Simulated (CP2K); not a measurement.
# IPEA1-xTB run of AlCl2 (SMILES [Cl][Al][Cl])

Aim: the vertical ionisation energy of AlCl2 at IPEA1-xTB, from 2 runs. 

Program for the calculation: CP2K 2026.2.

4 further runs of the same task are left out: 4 set aside as unsound or not needed.

## Step 1: Starting point

AlCl2: 3 atoms, total charge 0, spin state doublet. SMILES: `[Cl][Al][Cl]`. The shape is that of a PBE0-D4/def2-TZVP optimisation.

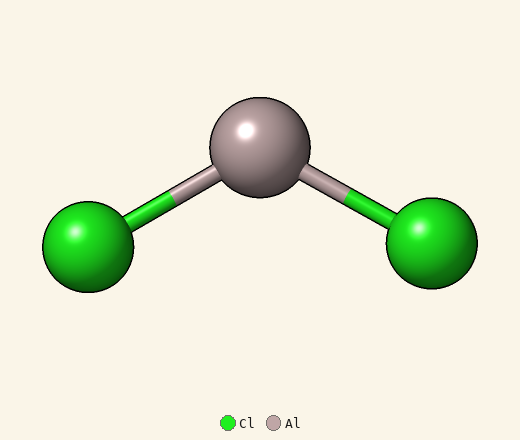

Viewed from a chosen angle; chlorine green, aluminium light grey.

## Step 2: A single-point energy at IPEA1-xTB

The input, molecule.inp:

```
&GLOBAL
    PROJECT_NAME molecule
    RUN_TYPE ENERGY
    PRINT_LEVEL MEDIUM
&END GLOBAL

&FORCE_EVAL
    METHOD QS
    &DFT
        MULTIPLICITY 2
        UKS T
        &QS
            METHOD XTB
            EPS_DEFAULT 1.0E-10
            &XTB
                GFN_TYPE TBLITE
                &TBLITE
                    METHOD IPEA1
                &END TBLITE
                CHECK_ATOMIC_CHARGES F
            &END XTB
        &END QS
        &POISSON
            PERIODIC NONE
            POISSON_SOLVER ANALYTIC
        &END POISSON
        &SCF
            SCF_GUESS ATOMIC
            EPS_SCF 1.0E-07
            MAX_SCF 150
            ADDED_MOS 2
            &DIAGONALIZATION
                ALGORITHM STANDARD
            &END DIAGONALIZATION
            &MIXING
                METHOD DIRECT_P_MIXING
                ALPHA 0.4
            &END MIXING
        &END SCF
        &PRINT
            &MOMENTS
                PERIODIC F
                REFERENCE COM
                MAX_MOMENT 1
            &END MOMENTS
            &MO ON
                ENERGIES T
                OCCUPATION_NUMBERS T
                NDIGITS 6
                &EACH
                    QS_SCF 0
                &END EACH
                ADD_LAST NUMERIC
            &END MO
            &HIRSHFELD OFF
            &END HIRSHFELD
        &END PRINT
    &END DFT
    &SUBSYS
        &CELL
            ABC 12.3 12.3 11.5
            PERIODIC NONE
        &END CELL
        &COORD
            Cl     1.374800     0.868300     0.838700
            Al    -0.432100     0.520700    -0.177200
            Cl    -0.953600    -1.453800    -0.674700
        &END COORD
        &TOPOLOGY
            &CENTER_COORDINATES
            &END CENTER_COORDINATES
        &END TOPOLOGY
    &END SUBSYS
&END FORCE_EVAL
```

Run with:

```bash
$ OMP_NUM_THREADS=1 cp2k.psmp -i molecule.inp -o molecule.out
```

The log of the run:

```text
CP2K| version string:                                       CP2K version 2026.2
[...]
 GLOBAL| Method name                                                        CP2K
[...]
 GLOBAL| Run type                                                         ENERGY
[...]
                             - Atoms:                                          3
[...]
                             - Spherical basis functions:                     27
[...]
 Number of electrons:                                                          9
[...]
  *** SCF run converged in    10 steps ***
[...]
  Fermi energy:                                                -0.37663086437276
[...]
 TB_DIPOLE| Moment [Debye]         -0.82566535       1.04545544      -0.33294273
 TB_DIPOLE| Derivative [a.u.]       0.00000000       0.00000000       0.00000000
[...]
 ENERGY| Total FORCE_EVAL ( QS ) energy [hartree]            -10.195554933232055
[...]
```

Run time: 0.46 s. Hardware: 1 thread of Arm Neoverse N1, shared host; peak memory 0.14 GiB.

## Step 3: The singlet cation, same level

The input, calc.inp:

```
&GLOBAL
  PROJECT calc
  RUN_TYPE ENERGY
  PRINT_LEVEL MEDIUM
&END

&FORCE_EVAL
  METHOD QUICKSTEP
  &DFT
    CHARGE 1
    &QS
      METHOD XTB
      EPS_DEFAULT 1.0E-10
      &XTB
        GFN_TYPE TBLITE
        &TBLITE
          METHOD IPEA1
        &END
        CHECK_ATOMIC_CHARGES F
      &END
    &END
    &POISSON
      PERIODIC NONE
      POISSON_SOLVER ANALYTIC
    &END
    &SCF
      SCF_GUESS ATOMIC
      EPS_SCF 1.0E-07
      MAX_SCF 150
      ADDED_MOS 2
      &DIAGONALIZATION
        ALGORITHM STANDARD
      &END
      &MIXING
        METHOD DIRECT_P_MIXING
        ALPHA 0.4
      &END
      &SMEAR ON
        METHOD FERMI_DIRAC
        ELECTRONIC_TEMPERATURE [K] 300
      &END
    &END
    &PRINT
      &MOMENTS
        PERIODIC F
        REFERENCE COM
        MAX_MOMENT 1
      &END
      &MO ON
        ENERGIES T
        OCCUPATION_NUMBERS T
        NDIGITS 6
        &EACH
          QS_SCF 0
        &END
        ADD_LAST NUMERIC
      &END
      &HIRSHFELD OFF
      &END
    &END
  &END
  &SUBSYS
    &CELL
      ABC 12.3 12.3 11.5
      PERIODIC NONE
    &END
    &COORD
      Cl     1.374800     0.868300     0.838700
      Al    -0.432100     0.520700    -0.177200
      Cl    -0.953600    -1.453800    -0.674700
    &END
    &TOPOLOGY
      &CENTER_COORDINATES
      &END
    &END
  &END
&END
```

Run with:

```bash
$ OMP_NUM_THREADS=1 cp2k.psmp calc.inp > calc.out
```

The log of the run:

```text
CP2K| version string:                                       CP2K version 2026.2
[...]
 GLOBAL| Method name                                                        CP2K
[...]
 GLOBAL| Run type                                                         ENERGY
[...]
                             - Atoms:                                          3
[...]
                             - Spherical basis functions:                     27
[...]
 Number of electrons:                                                         16
[...]
  *** SCF run converged in    16 steps ***
[...]
  Fermi energy:                                                -0.61174469483990
[...]
 TB_DIPOLE| Moment [Debye]         -1.18178944       1.49600076      -0.47658805
 TB_DIPOLE| Derivative [a.u.]       0.00000000       0.00000000       0.00000000
[...]
 ENERGY| Total FORCE_EVAL ( QS ) energy [hartree]             -9.717380021023292
[...]
```

It took 0.44 s on 1 thread of Arm Neoverse N1, shared host; peak memory 0.14 GiB.

## Step 4: What came out

Level: IPEA1-xTB.

```
                                                quantity         value
                             doublet AlCl2: total energy  -10.19555 Eh
doublet AlCl2: dipole moment (from atomic charges alone)        1.37 D
       doublet AlCl2: HOMO energy (highest over α and β)     -10.45 eV
        doublet AlCl2: LUMO energy (lowest over α and β)     -10.04 eV
                            singlet cation: total energy   -9.71738 Eh
                             singlet cation: HOMO energy     -18.51 eV
                             singlet cation: LUMO energy     -15.75 eV
                           singlet cation: HOMO–LUMO gap       2.76 eV
      vertical ionisation energy (to the singlet cation)     13.012 eV
```

In words: Removing an electron at fixed nuclei costs 13.01 eV (300 kcal/mol). Only the singlet of the ionised species was computed; a triplet could lie lower. xTB total energies overstate such differences by several eV unless an empirical shift is taken off; none is applied here. The dipole (doublet AlCl2) comes from point charges on the atoms alone, without atomic dipoles, so it is partial.
